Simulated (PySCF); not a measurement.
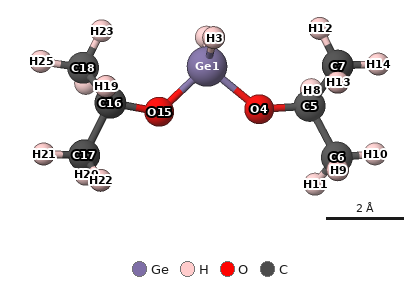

*The structure as given in the input (ball-and-stick view, seen on its broad side; atoms are numbered from 1 in the order of the input). Sticks mark near contacts.*

Bond lengths as drawn: C–C 1.53 to 1.56 Å, C–H 1.03 to 1.17 Å, C–O 1.35 to 1.40 Å, Ge–H 1.43 to 1.49 Å and Ge–O 1.73 to 1.77 Å.

**Geometry relaxation of C₆H₁₆GeO₂**

System: C₆H₁₆GeO₂ (GeH2(OiPr)2), SMILES [H][Ge]([H])([O]C(C)C)[O]C(C)C.
Method: PBE0-D3(BJ)/def2-SVP geometry optimisation, gas phase (PySCF 2.14.0).

It belongs to a series of runs on one base structure; here: two ligands: Cl to OiPr.

Output:
```
step   0  E = -2464.47608324  max force = 0.058571
step   1  E = -2464.50782421  max force = 0.015292
step   2  E = -2464.50999817  max force = 0.006869
step   3  E = -2464.51087517  max force = 0.003597
step   4  E = -2464.51120851  max force = 0.003076
step   5  E = -2464.51150362  max force = 0.002121
step   6  E = -2464.51175329  max force = 0.002855
step   7  E = -2464.51205309  max force = 0.003179
step   8  E = -2464.51262927  max force = 0.003402
step   9  E = -2464.51378658  max force = 0.003448
step  10  E = -2464.51411796  max force = 0.002531
step  11  E = -2464.51452117  max force = 0.002446
step  12  E = -2464.51519125  max force = 0.005566
step  13  E = -2464.51595635  max force = 0.007637
step  14  E = -2464.51681247  max force = 0.005474
step  15  E = -2464.51735052  max force = 0.003417
step  16  E = -2464.51755986  max force = 0.001372
step  17  E = -2464.51759371  max force = 0.000941
step  18  E = -2464.51764466  max force = 0.000539
step  19  E = -2464.51768079  max force = 0.000632
step  20  E = -2464.51769917  max force = 0.000589
step  21  E = -2464.51771731  max force = 0.000368
step  22  E = -2464.51772566  max force = 0.000660
step  23  E = -2464.51770030  max force = 0.001096
step  24  E = -2464.51772575  max force = 0.000823
step  25  E = -2464.51773819  max force = 0.000631
step  26  E = -2464.51775598  max force = 0.000268
step  27  E = -2464.51777094  max force = 0.000415
optimisation converged
```

Trajectory as extended XYZ (Å, eV, eV/Å), 9 of the 28 frames kept, from step=0 to step=27:
```
25
Properties=species:S:1:pos:R:3:forces:R:3 step=0 energy=-67061.81004
Ge    0.7880   -0.0566    0.5133   -1.9579   1.3701   0.4700
H     0.6813   -0.2315    1.9939    0.0415  -0.2522   0.8751
H     2.0794    0.2873   -0.0070    2.2001   0.1726  -0.7614
O    -0.2760    1.2767    0.0394   -0.8873   0.1094  -0.4034
C    -0.5855    2.5280    0.5929    1.7249   0.5699   0.4133
C    -1.7342    3.2207   -0.1464   -0.5101  -2.0058   2.9832
C     0.7164    3.3916    0.5626   -2.3537   0.7134   0.1432
H    -0.8231    2.4461    1.6635   -0.4381  -0.3048   0.2696
H    -1.4408    3.3651   -1.1201    0.5672   0.4662  -2.9598
H    -1.9758    4.1615    0.3328   -0.0708   0.5094   0.2054
H    -2.6252    2.5552   -0.0830    0.3013   0.3558  -0.2779
H     1.4968    2.9263    1.1615    0.4505  -0.0693  -0.0559
H     0.9326    3.5184   -0.4991    0.7223   0.0294  -0.1780
H     0.4466    4.3968    0.9867    0.5203  -0.5393  -0.1974
O    -0.0058   -1.3042   -0.3882   -0.7683   1.1717   0.0972
C     0.5016   -2.5218   -0.6633   -0.6756  -3.0119  -1.0838
C    -0.5348   -3.2164   -1.5690   -1.0395  -1.5066   2.1769
C     0.7435   -3.3494    0.6002    2.2261  -1.1600  -2.0110
H     1.4372   -2.4957   -1.2426    0.4061   0.2833  -0.0755
H    -1.5468   -3.3272   -0.9969    1.5689   0.3015  -0.9252
H    -0.2432   -4.2329   -1.8929    0.1926   0.0377   0.3799
H    -0.7039   -2.7097   -2.4761   -0.3659   1.3121  -1.3457
H     1.5635   -2.8399    1.1100    0.0511  -0.0124   0.8025
H    -0.1531   -3.4181    1.1576   -1.1420  -0.0901   1.0739
H     1.1514   -4.4066    0.3408   -0.7634   1.5499   0.3848
25
Properties=species:S:1:pos:R:3:forces:R:3 step=3 energy=-67062.75678
Ge    0.6025    0.0145    0.3510    0.1120  -0.1125   0.0536
H     0.5154   -0.1095    1.8875   -0.0145   0.0349   0.0146
H     2.0566    0.1203   -0.1589   -0.0058  -0.0021  -0.0047
O    -0.3886    1.3714   -0.1754   -0.0167   0.1055  -0.1830
C    -0.5527    2.5589    0.5672   -0.1723  -0.0670   0.1334
C    -1.7087    3.3180   -0.0549   -0.0004   0.0624  -0.1194
C     0.7268    3.3712    0.6004    0.1850   0.0508  -0.0196
H    -0.8341    2.3068    1.6124    0.0290  -0.0077  -0.0026
H    -1.4602    3.6044   -1.0910   -0.0041  -0.0258   0.0620
H    -1.9417    4.2321    0.5129    0.0195  -0.0252   0.0085
H    -2.6058    2.6835   -0.0884    0.0112  -0.0063   0.0249
H     1.5479    2.8147    1.0835   -0.0425  -0.0009   0.0182
H     1.0524    3.6135   -0.4239   -0.0393   0.0161  -0.0027
H     0.5921    4.3104    1.1579   -0.0080   0.0064  -0.0053
O    -0.1880   -1.3382   -0.4657   -0.1133  -0.0656   0.0674
C     0.4386   -2.5838   -0.6904    0.0815   0.0921  -0.0332
C    -0.4973   -3.4024   -1.5567    0.0025   0.0564  -0.0305
C     0.7786   -3.2875    0.6132   -0.0723  -0.0401   0.0973
H     1.3843   -2.4214   -1.2510   -0.0125  -0.0194  -0.0085
H    -1.4479   -3.5733   -1.0278    0.0165  -0.0126   0.0083
H    -0.0482   -4.3738   -1.8095   -0.0202  -0.0226  -0.0246
H    -0.7207   -2.8569   -2.4854    0.0079  -0.0340   0.0085
H     1.4817   -2.6984    1.2247    0.0340  -0.0042  -0.0292
H    -0.1331   -3.4418    1.2141    0.0136  -0.0002  -0.0447
H     1.2399   -4.2693    0.4247    0.0091   0.0215   0.0113
25
Properties=species:S:1:pos:R:3:forces:R:3 step=7 energy=-67062.78883
Ge    0.5781    0.0008    0.4393   -0.0763   0.0686  -0.0992
H     0.4683    0.1147    1.9742   -0.0055  -0.0204  -0.0116
H     2.0258   -0.0967   -0.0868   -0.0126   0.0023   0.0091
O    -0.2671    1.3940   -0.2621    0.0795  -0.0509   0.1164
C    -0.5221    2.5566    0.5044    0.0841   0.0439  -0.0924
C    -1.6580    3.2987   -0.1720   -0.0116  -0.0338   0.1000
C     0.7361    3.4096    0.6223   -0.1635  -0.0244   0.0114
H    -0.8457    2.2687    1.5264   -0.0147   0.0019   0.0060
H    -1.3610    3.5877   -1.1905   -0.0037   0.0180  -0.0357
H    -1.9269    4.2039    0.3925   -0.0061   0.0216  -0.0180
H    -2.5435    2.6512   -0.2417   -0.0009  -0.0008  -0.0201
H     1.5368    2.8642    1.1460    0.0393  -0.0010  -0.0195
H     1.0945    3.6829   -0.3819    0.0438  -0.0186  -0.0001
H     0.5371    4.3350    1.1847    0.0110  -0.0059   0.0074
O    -0.3125   -1.3995   -0.1826    0.0686   0.0314   0.0869
C     0.3700   -2.5603   -0.6155   -0.0322  -0.0676  -0.0341
C    -0.5830   -3.3405   -1.5007    0.0070  -0.0278  -0.0103
C     0.8563   -3.3767    0.5736    0.0614   0.0342  -0.0908
H     1.2513   -2.2718   -1.2264    0.0064   0.0093   0.0133
H    -1.4657   -3.6513   -0.9212   -0.0175   0.0126  -0.0004
H    -0.1012   -4.2410   -1.9118    0.0136   0.0150   0.0178
H    -0.9245   -2.7139   -2.3366   -0.0056   0.0134   0.0087
H     1.5820   -2.8062    1.1768   -0.0422   0.0062   0.0260
H     0.0044   -3.6478    1.2147   -0.0026  -0.0037   0.0372
H     1.3604   -4.2984    0.2455   -0.0197  -0.0235  -0.0078
25
Properties=species:S:1:pos:R:3:forces:R:3 step=10 energy=-67062.84502
Ge    0.9161   -0.0050    0.8215   -0.0639  -0.0284  -0.0014
H     0.7554    0.3481    2.3083    0.0066  -0.0157   0.0032
H     2.3402   -0.2837    0.3143    0.0111   0.0217   0.0047
O     0.2530    1.3215   -0.1451    0.1050   0.0301  -0.1042
C    -0.4128    2.4421    0.4009   -0.0532  -0.0108   0.0532
C    -1.5192    2.8362   -0.5594   -0.0115  -0.0062   0.0114
C     0.5782    3.5692    0.6439   -0.0398   0.0068  -0.0263
H    -0.8763    2.1694    1.3722   -0.0018   0.0138   0.0006
H    -1.0908    3.0711   -1.5458    0.0001   0.0104  -0.0022
H    -2.0690    3.7170   -0.1945    0.0018  -0.0003  -0.0007
H    -2.2294    2.0062   -0.6845    0.0111  -0.0062  -0.0065
H     1.3466    3.2671    1.3722    0.0130  -0.0011  -0.0046
H     1.0816    3.8331   -0.2993    0.0158  -0.0079   0.0054
H     0.0742    4.4677    1.0320    0.0049  -0.0062   0.0153
O    -0.0608   -1.4510    0.5220    0.0162   0.0189   0.1301
C     0.3037   -2.4327   -0.4286   -0.0006  -0.0624  -0.0822
C    -0.9320   -2.7972   -1.2306    0.0004  -0.0043  -0.0061
C     0.9130   -3.6299    0.2832    0.0243   0.0338  -0.0324
H     1.0610   -2.0261   -1.1311   -0.0046   0.0151   0.0101
H    -1.7017   -3.2213   -0.5672   -0.0002   0.0103   0.0055
H    -0.6951   -3.5380   -2.0095   -0.0042  -0.0002   0.0021
H    -1.3503   -1.9013   -1.7115    0.0035   0.0023  -0.0006
H     1.8322   -3.3401    0.8157   -0.0156   0.0006   0.0185
H     0.2003   -4.0298    1.0205   -0.0030  -0.0071   0.0029
H     1.1721   -4.4286   -0.4289   -0.0151  -0.0069   0.0040
25
Properties=species:S:1:pos:R:3:forces:R:3 step=14 energy=-67062.91834
Ge    1.5777    0.0682    0.9342    0.0913   0.1476  -0.0852
H     1.5253    0.4680    2.4137    0.0198   0.0805   0.0043
H     2.9675   -0.2057    0.3456    0.0033  -0.1096   0.0007
O     0.9445    1.3352   -0.1453   -0.2086  -0.0303   0.2643
C    -0.2854    1.9657    0.2073    0.0723  -0.0118  -0.1845
C    -1.1076    2.1249   -1.0584    0.0498   0.0546  -0.0020
C     0.0066    3.2893    0.8880    0.0916   0.0090   0.1211
H    -0.8599    1.3254    0.9072    0.0263  -0.0374   0.0034
H    -0.5785    2.7763   -1.7720    0.0054  -0.0272   0.0027
H    -2.0904    2.5721   -0.8443    0.0000  -0.0142   0.0088
H    -1.2591    1.1475   -1.5386   -0.0231   0.0117  -0.0053
H     0.6052    3.1315    1.7997   -0.0349  -0.0066  -0.0089
H     0.5932    3.9371    0.2185   -0.0532   0.0159  -0.0302
H    -0.9185    3.8094    1.1787   -0.0102   0.0224  -0.0406
O     0.4964   -1.3298    0.8857   -0.0710  -0.2008  -0.1950
C     0.2363   -2.0496   -0.3201    0.0543   0.2815   0.2351
C    -1.2570   -1.9943   -0.5840    0.0299   0.0019   0.0080
C     0.7643   -3.4588   -0.1560   -0.1006  -0.1365   0.0835
H     0.7581   -1.5582   -1.1651    0.0030  -0.0439  -0.0489
H    -1.7998   -2.4221    0.2727   -0.0147  -0.0153  -0.0075
H    -1.5294   -2.5531   -1.4920    0.0058  -0.0085  -0.0040
H    -1.5806   -0.9500   -0.7054   -0.0164  -0.0320  -0.0047
H     1.8444   -3.4533    0.0499    0.0215   0.0114  -0.0630
H     0.2661   -3.9414    0.7006    0.0085   0.0228  -0.0154
H     0.5707   -4.0705   -1.0500    0.0497   0.0148  -0.0368
25
Properties=species:S:1:pos:R:3:forces:R:3 step=17 energy=-67062.93960
Ge    1.6098    0.0603    0.9485    0.0190   0.0241   0.0032
H     1.6185    0.4864    2.4228    0.0111  -0.0015   0.0025
H     2.9688   -0.2700    0.3179    0.0062  -0.0030  -0.0062
O     0.9488    1.3262   -0.1052   -0.0057   0.0137   0.0149
C    -0.2984    1.9371    0.1908    0.0142  -0.0195  -0.0019
C    -1.0326    2.1474   -1.1193   -0.0059  -0.0069  -0.0008
C    -0.0699    3.2350    0.9462    0.0059   0.0085   0.0042
H    -0.9093    1.2611    0.8234   -0.0020  -0.0071  -0.0031
H    -0.4537    2.8188   -1.7718    0.0123   0.0009  -0.0096
H    -2.0257    2.5911   -0.9526   -0.0044   0.0031  -0.0006
H    -1.1588    1.1891   -1.6444   -0.0079   0.0104   0.0020
H     0.4585    3.0516    1.8943   -0.0051  -0.0085  -0.0013
H     0.5462    3.9176    0.3406   -0.0063   0.0012  -0.0019
H    -1.0231    3.7341    1.1791    0.0011   0.0038  -0.0034
O     0.5173   -1.3345    0.9178   -0.0484  -0.0252  -0.0052
C     0.2186   -2.0078   -0.2962    0.0231   0.0155  -0.0008
C    -1.2860   -1.9963   -0.4954   -0.0031  -0.0132   0.0169
C     0.7880   -3.4137   -0.2323   -0.0050  -0.0045   0.0036
H     0.6832   -1.4758   -1.1514   -0.0041  -0.0030  -0.0055
H    -1.7783   -2.4842    0.3605   -0.0022   0.0027  -0.0093
H    -1.5721   -2.5287   -1.4153    0.0053  -0.0017   0.0008
H    -1.6600   -0.9644   -0.5613   -0.0016   0.0051   0.0028
H     1.8795   -3.3860   -0.0965    0.0038   0.0054  -0.0053
H     0.3534   -3.9542    0.6227   -0.0039  -0.0029   0.0025
H     0.5673   -3.9768   -1.1521    0.0037   0.0024   0.0013
25
Properties=species:S:1:pos:R:3:forces:R:3 step=20 energy=-67062.94247
Ge    1.6198    0.0563    0.9515   -0.0021  -0.0225   0.0038
H     1.6675    0.4693    2.4289   -0.0052   0.0029  -0.0014
H     2.9641   -0.2905    0.2972   -0.0039  -0.0018  -0.0012
O     0.9602    1.3311   -0.0910    0.0287   0.0127  -0.0123
C    -0.3013    1.9217    0.1763   -0.0303   0.0027   0.0065
C    -0.9841    2.1736   -1.1548    0.0076   0.0007   0.0010
C    -0.1162    3.1943    0.9855    0.0010  -0.0013   0.0002
H    -0.9310    1.2186    0.7588    0.0043  -0.0010  -0.0003
H    -0.3730    2.8551   -1.7670   -0.0028  -0.0026   0.0023
H    -1.9784    2.6239   -1.0135    0.0017   0.0009  -0.0002
H    -1.1013    1.2316   -1.7102   -0.0020  -0.0032   0.0001
H     0.3712    2.9801    1.9489    0.0010   0.0024  -0.0001
H     0.5189    3.9026    0.4312    0.0008  -0.0008  -0.0003
H    -1.0826    3.6787    1.1935   -0.0006  -0.0011   0.0013
O     0.4984   -1.3185    0.9256   -0.0019   0.0252   0.0081
C     0.1972   -1.9841   -0.2912   -0.0008  -0.0213  -0.0140
C    -1.3111   -2.0213   -0.4571    0.0043   0.0047   0.0028
C     0.8153   -3.3709   -0.2637    0.0021   0.0006   0.0021
H     0.6225   -1.4244   -1.1493   -0.0024   0.0059   0.0039
H    -1.7693   -2.5415    0.3983    0.0005  -0.0014   0.0021
H    -1.5970   -2.5466   -1.3812   -0.0015   0.0000  -0.0004
H    -1.7216   -1.0015   -0.4958    0.0010  -0.0021  -0.0014
H     1.9083   -3.3069   -0.1534   -0.0009  -0.0013  -0.0002
H     0.4195   -3.9407    0.5913    0.0006   0.0022  -0.0011
H     0.5939   -3.9262   -1.1881    0.0008  -0.0005  -0.0014
25
Properties=species:S:1:pos:R:3:forces:R:3 step=24 energy=-67062.94319
Ge    1.5742    0.0349    1.0108    0.0097   0.0038  -0.0169
H     1.5871    0.4311    2.4933   -0.0012   0.0010   0.0003
H     2.9241   -0.3612    0.3972    0.0051   0.0017   0.0096
O     0.9997    1.3473   -0.0376   -0.0269  -0.0060   0.0288
C    -0.2813    1.9242    0.1767    0.0312  -0.0044  -0.0145
C    -0.9034    2.1808   -1.1825   -0.0131  -0.0049  -0.0017
C    -0.1440    3.1898    1.0056   -0.0009  -0.0037  -0.0041
H    -0.9280    1.2075    0.7218   -0.0076   0.0075   0.0075
H    -0.2553    2.8488   -1.7707   -0.0009   0.0041  -0.0001
H    -1.8946    2.6491   -1.0849   -0.0011  -0.0028  -0.0004
H    -1.0155    1.2383   -1.7385    0.0065   0.0014  -0.0009
H     0.3028    2.9701    1.9873    0.0032  -0.0001  -0.0018
H     0.5082    3.9092    0.4867   -0.0005   0.0032   0.0014
H    -1.1231    3.6630    1.1763   -0.0009   0.0004  -0.0017
O     0.3916   -1.2851    0.9284   -0.0078  -0.0154  -0.0331
C     0.1436   -1.9518   -0.3021    0.0063   0.0236   0.0423
C    -1.3574   -2.1082   -0.4557   -0.0041  -0.0090  -0.0078
C     0.8761   -3.2821   -0.3103    0.0010   0.0024  -0.0110
H     0.5129   -1.3357   -1.1471   -0.0017  -0.0022  -0.0056
H    -1.7628   -2.6857    0.3895    0.0005   0.0012   0.0016
H    -1.6094   -2.6315   -1.3907    0.0017   0.0004   0.0022
H    -1.8490   -1.1243   -0.4641    0.0000   0.0020   0.0028
H     1.9611   -3.1298   -0.2046    0.0013  -0.0022   0.0007
H     0.5349   -3.9024    0.5327    0.0013  -0.0036   0.0012
H     0.6975   -3.8325   -1.2468   -0.0012   0.0015   0.0013
25
Properties=species:S:1:pos:R:3:forces:R:3 step=27 energy=-67062.94442
Ge    1.5391    0.0169    1.0929   -0.0023  -0.0013  -0.0028
H     1.4798    0.4051    2.5765    0.0005  -0.0008   0.0004
H     2.9191   -0.3733    0.5467    0.0024   0.0017   0.0018
O     1.0118    1.3344    0.0276   -0.0023  -0.0004   0.0023
C    -0.2706    1.9221    0.1928    0.0031  -0.0047  -0.0049
C    -0.8703    2.1234   -1.1860    0.0034  -0.0008   0.0008
C    -0.1413    3.2203    0.9702    0.0018   0.0081   0.0002
H    -0.9310    1.2329    0.7572   -0.0005   0.0018   0.0019
H    -0.2152    2.7717   -1.7885   -0.0005   0.0012   0.0003
H    -1.8650    2.5901   -1.1238   -0.0024  -0.0027   0.0007
H    -0.9680    1.1596   -1.7070   -0.0020   0.0009  -0.0012
H     0.2920    3.0391    1.9657   -0.0019  -0.0019   0.0003
H     0.5207    3.9165    0.4322   -0.0012  -0.0016  -0.0011
H    -1.1212    3.7028    1.1069    0.0001   0.0001   0.0009
O     0.3584   -1.2997    0.9479    0.0027   0.0010   0.0144
C     0.1255   -1.9288   -0.3026   -0.0055  -0.0036  -0.0214
C    -1.3712   -2.1267   -0.4525    0.0028   0.0001   0.0079
C     0.8979   -3.2352   -0.3688    0.0014  -0.0016   0.0041
H     0.4692   -1.2712   -1.1270   -0.0021   0.0011   0.0020
H    -1.7514   -2.7463    0.3745   -0.0005  -0.0005  -0.0023
H    -1.6148   -2.6231   -1.4040    0.0015   0.0004  -0.0014
H    -1.8925   -1.1586   -0.4202    0.0005   0.0010  -0.0004
H     1.9791   -3.0562   -0.2654    0.0000   0.0020  -0.0012
H     0.5829   -3.8997    0.4507   -0.0010   0.0010  -0.0006
H     0.7271   -3.7523   -1.3254    0.0023  -0.0004  -0.0004
```

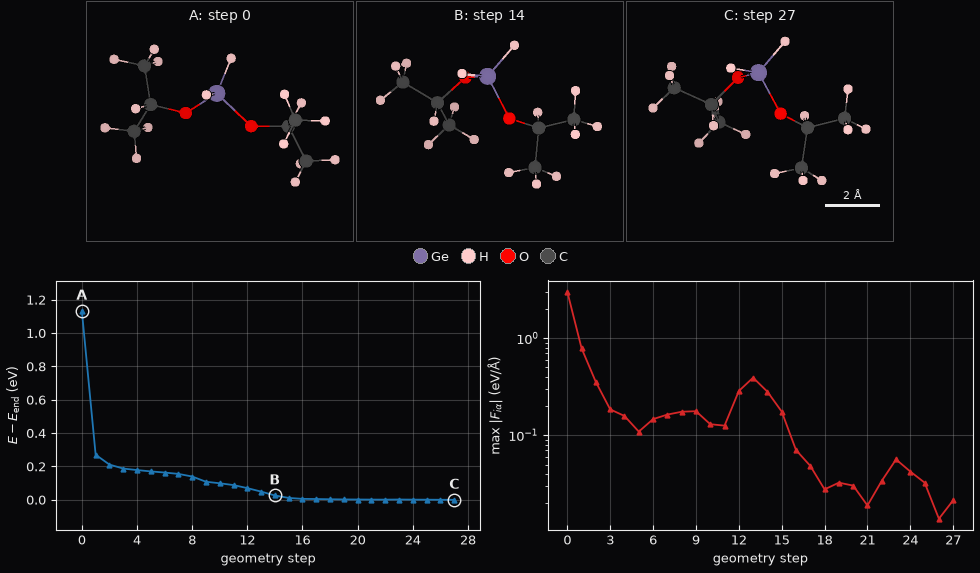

*Frames of the relaxation (ball-and-stick view, seen at a tilt) above the curves, on which the letters mark them (steps are counted from 0).*

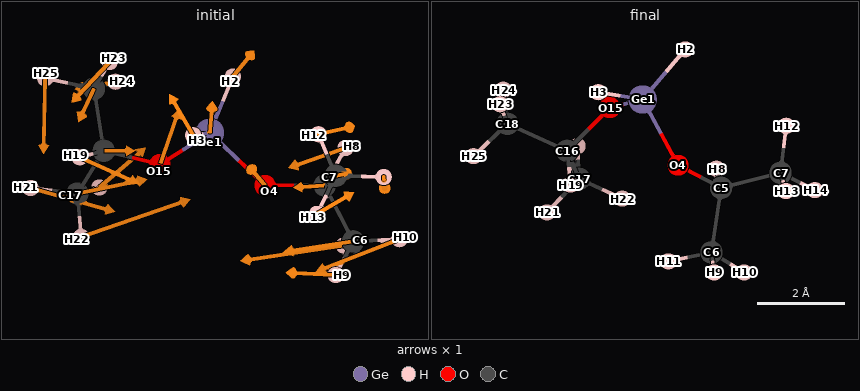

*Before (left) and after (right) the relaxation, at one scale (ball-and-stick view, seen at a tilt). The orange arrows give the displacements, at true length.*

The energy falls by 1.134 eV in 27 geometry steps. The largest force component goes from 3 to 0.021 eV/Å. The largest move after the best rigid fit is that of H22, 2.82 Å. By element the largest moves are H 2.82 Å, C 1.75 Å, O 1.39 Å, Ge 0.95 Å. Among the contacts that change: Ge1–H3 1.434 → 1.535 Å, C6–H9 1.027 → 1.101 Å, O15–C16 1.347 → 1.419 Å, C17–H20 1.168 → 1.101 Å. Among the angles that change: Ge1–O4–C5 134.3° → 120.4°, O4–Ge1–O15 97.3° → 107.7°, H2–Ge1–O15 113.5° → 103.9°. (Atoms are counted from 1 in the order of the input.)

This output came from the following input.

The input:
```
{"job": {"xc": "PBE0", "basis": "def2-SVP", "d3": "d3bj", "grid": 1, "maxiter": 40, "shake": 0.03, "kind": "geom"}, "charge": 0, "multiplicity": 1}
Ge     0.787960    -0.056580     0.513260
H      0.681260    -0.231530     1.993860
H      2.079430     0.287350    -0.007000
O     -0.275960     1.276710     0.039430
C     -0.585460     2.527950     0.592950
C     -1.734230     3.220700    -0.146420
C      0.716420     3.391550     0.562580
H     -0.823080     2.446150     1.663530
H     -1.440810     3.365110    -1.120110
H     -1.975760     4.161520     0.332810
H     -2.625230     2.555230    -0.083010
H      1.496760     2.926310     1.161510
H      0.932580     3.518410    -0.499090
H      0.446590     4.396780     0.986660
O     -0.005820    -1.304170    -0.388230
C      0.501580    -2.521760    -0.663250
C     -0.534800    -3.216420    -1.569030
C      0.743540    -3.349430     0.600240
H      1.437190    -2.495680    -1.242590
H     -1.546760    -3.327200    -0.996940
H     -0.243240    -4.232890    -1.892910
H     -0.703890    -2.709720    -2.476090
H      1.563520    -2.839910     1.110050
H     -0.153140    -3.418150     1.157560
H      1.151380    -4.406600     0.340820
```

The first line tells a small driver script what to run in PySCF; the rest is the geometry in Å.

Command:
```bash
OMP_NUM_THREADS=2 python <driver script> task.json out
```

Key numbers:

```json
{"quantity": "outcome", "value": "converged"}
{"quantity": "total energy", "value": "−2464.517771 hartree"}
{"quantity": "dipole moment", "value": "0.24 D"}
{"quantity": "point group", "value": "C1"}
{"quantity": "hardware", "value": "2 CPU threads, shared host"}
{"quantity": "wall time", "value": "12 min (CPU time 28 min)"}
{"quantity": "peak memory", "value": "1.2 GiB"}
```
